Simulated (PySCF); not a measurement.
## Electronic structure of C₄H₉N (SMILES C=C(C)CN) in real space

Input

```
{"job": {"kind": "sp", "xc": "wB97X", "basis": "def2-TZVP", "d3": "d3bj", "grid": 2}, "charge": 0, "multiplicity": 1}
C     -0.932977     1.405911    -0.659610
C     -0.460246     0.227650    -0.237691
C     -1.292852    -0.769468     0.508338
C      0.973089    -0.169360    -0.488469
N      1.661109    -0.456137     0.758059
H     -1.972695     1.700134    -0.490039
H     -0.294155     2.113243    -1.196933
H     -2.292971    -0.379203     0.741916
H     -0.783831    -1.059738     1.439723
H     -1.409945    -1.693410    -0.083714
H      0.974705    -1.096497    -1.090209
H      1.453411     0.609952    -1.115078
H      1.794303     0.402804     1.288304
H      2.586033    -0.839115     0.579562
```

Launched as:

```sh
OMP_NUM_THREADS=1 python redox_run.py task.json out
```

Geometry: PBE0-D3(BJ)/def2-SVP.

All numbers below come from DFT single point, gas phase, functional wB97X in PySCF 2.14.0, density-fitted response routines.

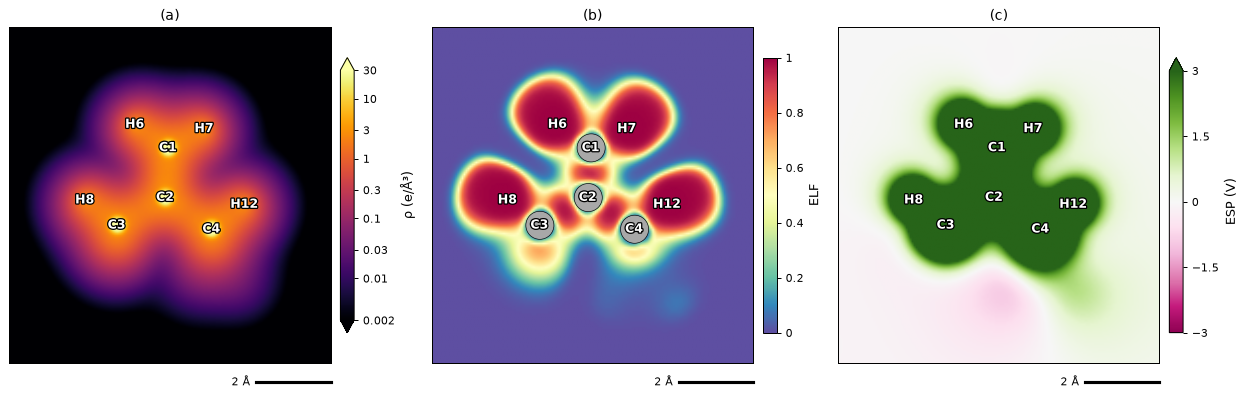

Figure 1. (a) total electron density; (b) ELF; (c) molecular electrostatic potential on the plane of atoms C1, C2 and C3. Grey discs cover the atomic cores in the ELF map.

### Interpret the plot.

Atoms in the plane: C and H.
C–C (1.34 Å): ρ is about 2.4 e/Å³ halfway; the ELF peaks at about 0.95 between the atoms; a multiple bond.
C–C (1.50 Å): the density is about 1.8 e/Å³ at the midpoint; the ELF peaks at about 0.95 between the atoms (a covalent bond).
C–H (1.09 Å): ρ is about 2 e/Å³ halfway; the ELF climbs to about 1 towards the hydrogen, as it does in any bond to H; a covalent bond by its length.
Outside the dense part of the molecule the potential is most negative (−0.9 V) near N5, which lies off the plane.

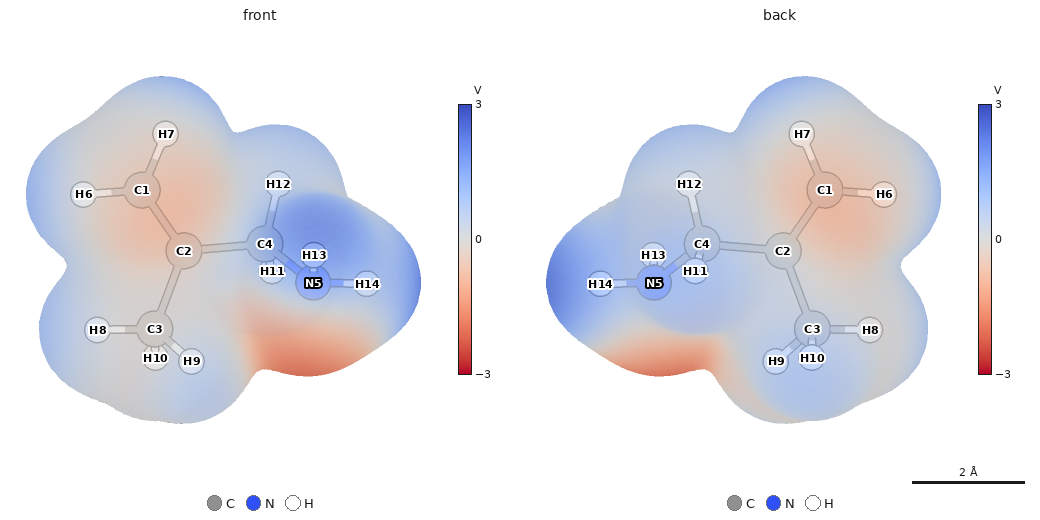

Figure 2. The molecular electrostatic potential painted on the density surface at 0.004 e/bohr³, seen from the front and from behind; red is negative and blue positive.

### Which sites attract a positive test charge, and which a negative one?

A positive charge is drawn to the negative regions and a negative charge to the positive ones. The most negative region (about −1.9 V) lies over N5, the most positive (about +2.1 V) over H13 and H14. N5 is the likeliest acceptor of a hydrogen bond.

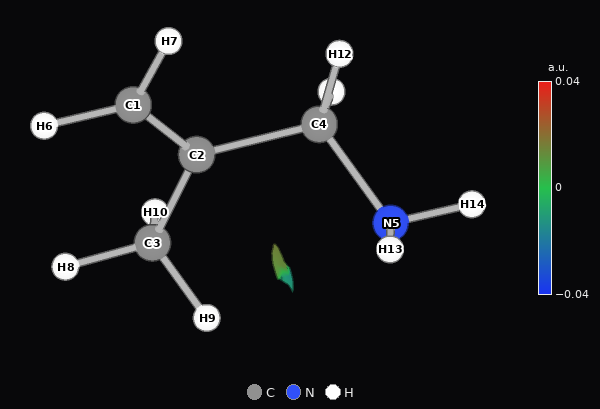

Figure 3. Non-covalent interaction (NCI) plot: the surface where the reduced density gradient is 0.4, for densities under 0.05 a.u., coloured by sign(λ₂)ρ; seen at an oblique angle.

### Identify the weak interactions.

Between H9 and C3 on one side and N5 and C4 on the other: a weak contact, attractive (blue-green) on one side and crowded (olive to red) on the other.
